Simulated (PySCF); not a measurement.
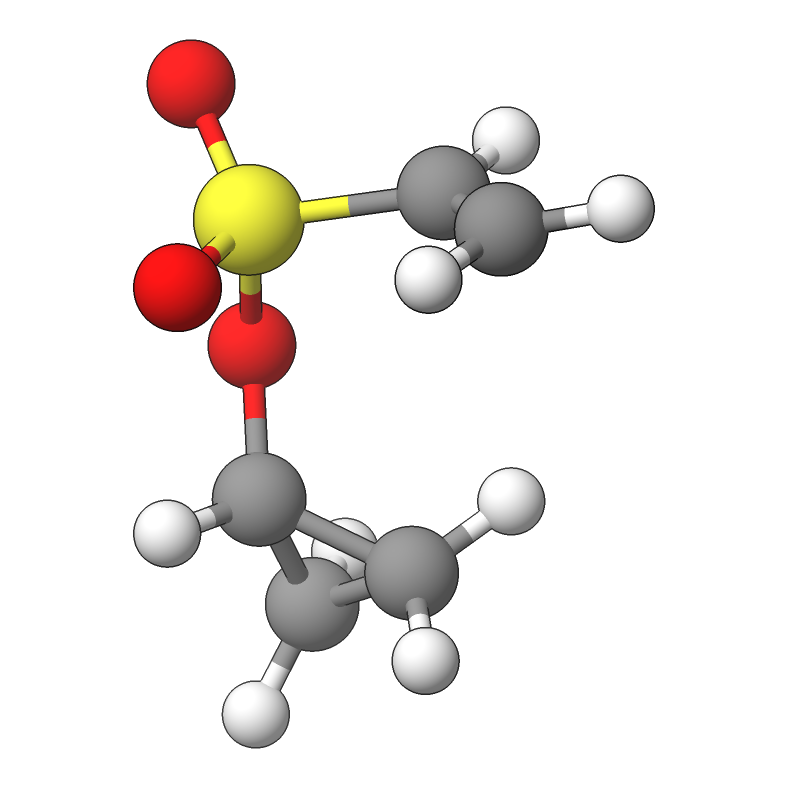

Every bond is drawn as one stick, whatever its order. Colours: carbon grey, sulfur yellow, oxygen red, hydrogen white.

The computed structure is the end point of a PBE0-D3(BJ)/def2-SVP optimisation. No frequency run is at hand to confirm it as a minimum.

Which formula does it have?

C5H8O3S, 17 atoms: 5 carbon, 8 hydrogen, 3 oxygen and 1 sulfur.

What is its SMILES?

C=CS(=O)(=O)OC1CC1

How many bonds of each kind are drawn?

8 C–H, 4 C–C, 3 O–S, 1 C–S, 1 C–O.

Does it have rings?

Independent rings (smallest set): 1 of 3 members.

The parts below concern this one geometry. Atoms keep their numbers from picture to picture.

**Shape**

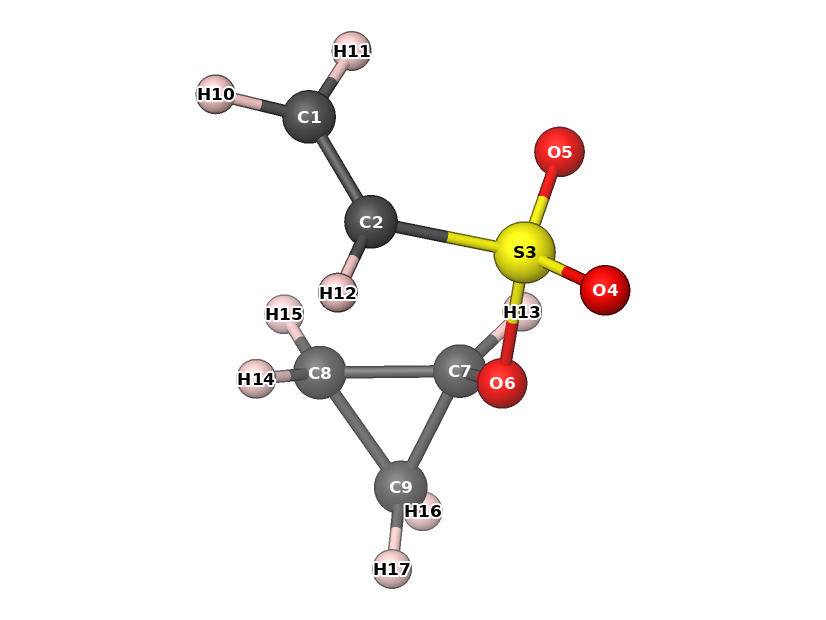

C7 lies behind O6. The molecule seen a little off the O6–C7 bond, O6 in front. Atoms fade into the background with distance from the viewer. No frequency run is at hand to confirm it as a minimum.

What is the torsion angle S3–O6–C7–C8? The sign is positive where the front bond must turn clockwise to cover the back bond.

−92°, about perpendicular.

**NMR shielding**

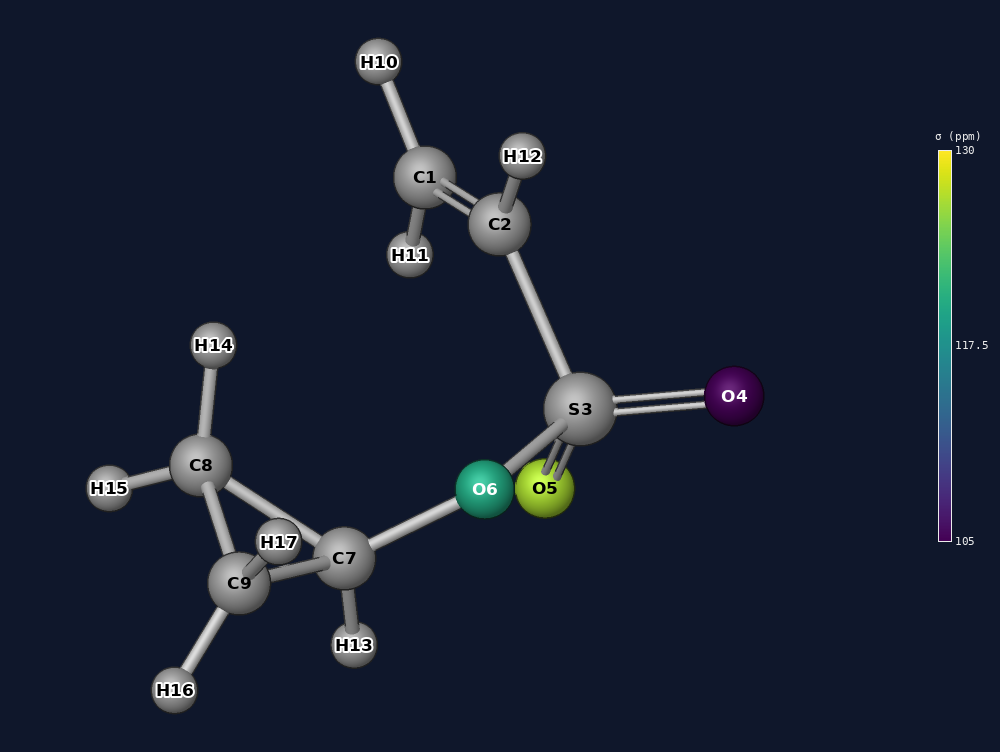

Atoms are coloured by their isotropic NMR shieldings (O only, the others grey). No frequency run is at hand to confirm it as a minimum. Level of theory: GIAO PBE0/pcSseg-1 NMR shielding, non-relativistic, IEF-PCM cyclohexane (PySCF 2.14.0).

Give the isotropic NMR shieldings of the O atoms atom by atom.

```json
{"atom": "O4", "σ (ppm)": "105.2"}
{"atom": "O5", "σ (ppm)": "126.8"}
{"atom": "O6", "σ (ppm)": "120.2"}
```

**Ring current**

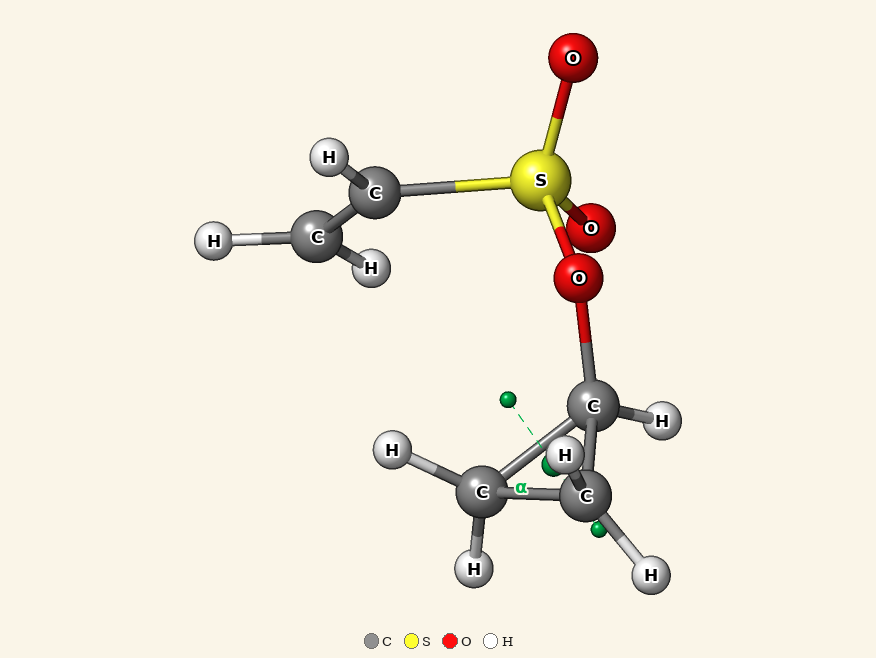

The small points mark where nucleus-independent chemical shifts (NICS) were computed: at the centre of each lettered ring and 1 Å above and below it. No frequency run is at hand to confirm it as a minimum. Properties computed with GIAO PBE0/pcSseg-1 NMR shielding, non-relativistic, IEF-PCM cyclohexane (PySCF 2.14.0).

Give NICS(0), NICS(1) and the out-of-plane component NICS(1)zz for each ring (means of the two sides).

```
ring  members  NICS(0)  NICS(1)  NICS(1)zz
   α       C3    −40.4     −8.4      −20.4
```

Values in ppm.

**Charges**

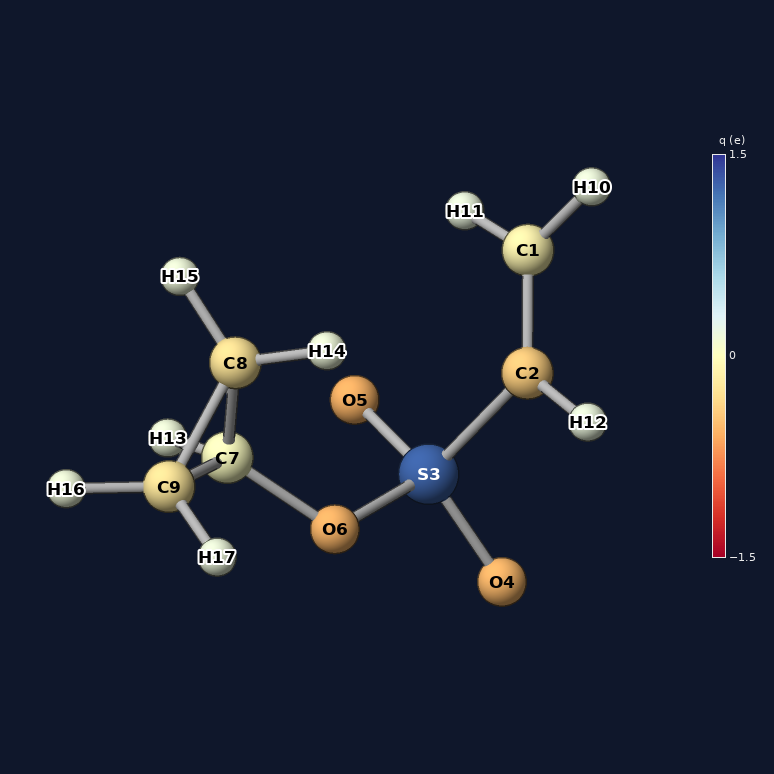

Atoms are coloured by their Mulliken charges. No frequency run is at hand to confirm it as a minimum. Level of theory: PBE0/pcSseg-1 in cyclohexane (IEF-PCM) (PySCF 2.14.0).

Which atom carries the highest charge (most positive or least negative)?

S3 (1.26 e).

And the lowest?

O5, O6 (−0.54 e).

List the Mulliken charges.

```json
{"atom": "C1", "value (e)": "−0.09"}
{"atom": "C2", "value (e)": "−0.39"}
{"atom": "S3", "value (e)": "1.26"}
{"atom": "O4", "value (e)": "−0.52"}
{"atom": "O5", "value (e)": "−0.54"}
{"atom": "O6", "value (e)": "−0.54"}
{"atom": "C7", "value (e)": "0.02"}
{"atom": "C8", "value (e)": "−0.24"}
{"atom": "C9", "value (e)": "−0.22"}
{"atom": "H10", "value (e)": "0.16"}
{"atom": "H11", "value (e)": "0.17"}
{"atom": "H12", "value (e)": "0.17"}
{"atom": "H13", "value (e)": "0.15"}
{"atom": "H14", "value (e)": "0.15"}
{"atom": "H15", "value (e)": "0.15"}
{"atom": "H16", "value (e)": "0.15"}
{"atom": "H17", "value (e)": "0.15"}
```

**Excitation**

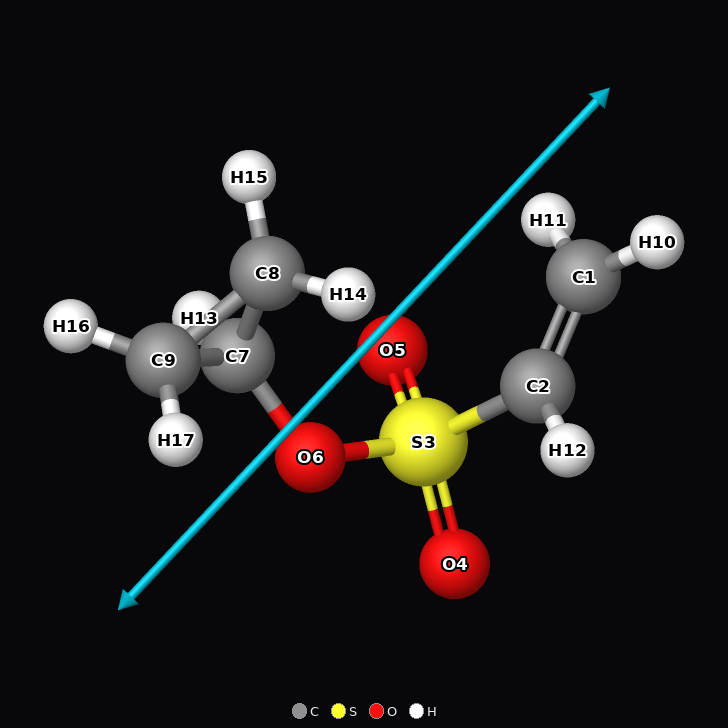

The double arrow shows the direction of the transition dipole to excited singlet state 4 (its length means nothing). No frequency run is at hand to confirm it as a minimum. Properties computed with TDDFT B3LYP/def2-SVPD, vertical, gas phase, core orbitals frozen in the response (PySCF 2.14.0).

How is the transition polarised?

Nearly parallel to the C8–C9 bond.

Where does the transition lie, and how strong is it?

6.59 eV (188 nm), oscillator strength 0.046, of mixed character, with the largest part HOMO−5 → LUMO (weight 0.46); transition dipole 1.36 D.

Mulliken values depend strongly on the basis set and can even reverse the polarity of a bond.
